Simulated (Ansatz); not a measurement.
# BH3 (borane): CCSDT(Q)/6-31G(d) (spherical functions)

Aim: the energy change on altering one bond length of BH3 (borane) at CCSDT(Q)/6-31G* (spherical functions), from 2 runs. 

The results are computed with Ansatz 0.2.0.

54 further runs of the same task are left out: 54 set aside as unsound or not needed.

### 1 The system as given

BH3 has 4 atoms, charge 0, and is taken as a singlet. SMILES: `B`. Geometry: relaxed at PBE0-D4/def2-TZVP.

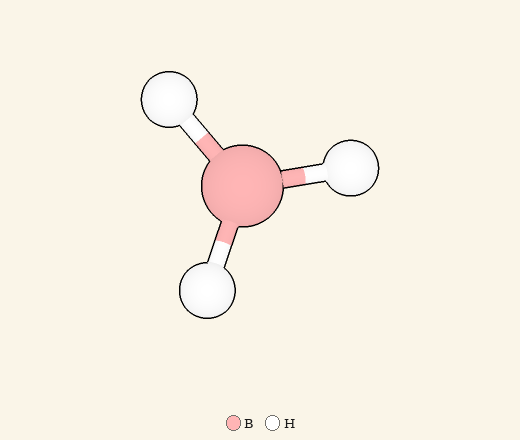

The structure, seen from a chosen angle (boron pink, hydrogen white).

### 2 The energy at CCSDT(Q)/6-31G(d) (spherical functions)

Input file molecule.yaml:

```yaml
crystal:
  periodic: [false, false, false]
  atoms:
    - {symbol: B, position_ang: [0.013900, -0.015100, -0.005100]}
    - {symbol: H, position_ang: [0.982200, 0.381700, 0.568800]}
    - {symbol: H, position_ang: [-0.276200, -1.171800, 0.043000]}
    - {symbol: H, position_ang: [-0.664400, 0.744900, -0.626900]}
basis:
  gaussian:
    orbitals: 6-31G_st_-spherical.json
scf:
  omitted_lower_state_checks: [cluster_reference, increment]
correlation:
  method: ccsdt_q
  frozen_orbitals: {B: 1, H: 0}
accuracy: high
```

The basis set 6-31G* is read from a file made from the Basis Set Exchange's data (not shown).

Command:

```console
ansatz run molecule.yaml --threads 1 --pin off --max-ram 2610MiB --events-out events.jsonl --progress --plain --runs-dir runs
```

The log of the run (excerpt; [...] marks lines left out):

```text
Warning: RAYON_NUM_THREADS=1 ignored (pool sized by the plan → 1); use --threads N
Functional definition: HF
  name "HF"
[...]
417 factors; integrals over basis functions are off by at most 2.5e-9 eV
[...]
mean field -718.08936759 eV, -26.3892975205 hartree, gradient 1.2e-8 eV, S^2 0.000000; 0 other end points of the search recorded, 0 dependent functions left out
1 core orbitals not correlated: weight in the atoms' cores, before any rotation towards them, 1.000 or more for the frozen orbitals, at most 0.000 for the correlated occupied ones
reference -718.08936759 eV, -26.3892975205 hartree; 3, 3 occupied and 16, 16 virtual orbitals, 417 factors
second order -2.01121431 eV of doubles, -0.00000000 eV of singles
cycle   1  -2.39331927 eV  change   -3.8e-1 eV  update   4.4e-2
[...]
cycle  18  -2.57734106 eV  change  -1.6e-11 eV  update  3.6e-10
perturbative correction -0.00035235 eV, -0.0000129486 hartree
Total energy: -720.66706100 eV, -26.4840260062 hartree
Checks for a lower state left out: cluster_reference, increment
```

It took 0.36 s on 1 thread of Arm Neoverse V1, shared host.

### 3 The distorted shape at the same level

Input file job.yaml:

```yaml
basis:
  gaussian:
    orbitals: 6-31G_st_-spherical.json
crystal:
  periodic: [false, false, false]
  atoms:
    - {symbol: B, position_ang: [-0.228206, -0.114313, -0.148594]}
    - {symbol: H, position_ang: [0.982200, 0.381700, 0.568800]}
    - {symbol: H, position_ang: [-0.518306, -1.271013, -0.100494]}
    - {symbol: H, position_ang: [-0.906506, 0.645687, -0.770394]}
total_charge: 0
correlation:
  method: ccsdt_q
  frozen_orbitals: {B: 1, H: 0}
accuracy: high
scf:
  omitted_lower_state_checks: [cluster_reference, increment]
```

The basis set 6-31G* is read from a file made from the Basis Set Exchange's data (not shown).

Command:

```console
ansatz run job.yaml --threads 1 --pin off --max-ram 2610MiB --events-out events.jsonl --progress --plain --runs-dir runs
```

The log of the run (excerpt; [...] marks lines left out):

```text
Warning: RAYON_NUM_THREADS=1 ignored (pool sized by the plan → 1); use --threads N
Functional definition: HF
  name "HF"
[...]
415 factors; integrals over basis functions are off by at most 2.4e-9 eV
[...]
mean field -717.32242614 eV, -26.3611129421 hartree, gradient 2.1e-8 eV, S^2 0.000000; 0 other end points of the search recorded, 0 dependent functions left out
1 core orbitals not correlated: weight in the atoms' cores, before any rotation towards them, 1.000 or more for the frozen orbitals, at most 0.000 for the correlated occupied ones
reference -717.32242614 eV, -26.3611129421 hartree; 3, 3 occupied and 16, 16 virtual orbitals, 415 factors
second order -2.04516789 eV of doubles, -0.00000000 eV of singles
cycle   1  -2.44711996 eV  change   -4.0e-1 eV  update   5.1e-2
[...]
cycle  19  -2.67538394 eV  change   1.5e-10 eV  update  3.8e-10
perturbative correction -0.00024081 eV, -0.0000088497 hartree
Total energy: -719.99805090 eV, -26.4594403382 hartree
Checks for a lower state left out: cluster_reference, increment
```

Run time: 0.39 s. Hardware: 1 thread of Arm Neoverse V1, shared host.

### 4 Summary of results

At CCSDT(Q)/6-31G* (spherical functions), 1 core orbital frozen:

| quantity | value |
| --- | --- |
| first shape: total energy | -26.48403 Eh |
| first shape: correlation energy (1 core orbital frozen) | -94.7 mEh |
| first shape: T1 diagnostic | 0.007 |
| distorted shape: total energy | -26.45944 Eh |
| distorted shape: correlation energy (1 core orbital frozen) | -98.3 mEh |
| distorted shape: T1 diagnostic | 0.009 |
| energy change with the B1–H2 bond stretched from 1.193 to 1.492 Å | 0.669 eV |

**Reading.** With the B1–H2 bond stretched from 1.193 to 1.492 Å the energy rises by 0.67 eV (64.5 kJ/mol). The first shape isn't relaxed at this level, so the change isn't measured from a minimum.
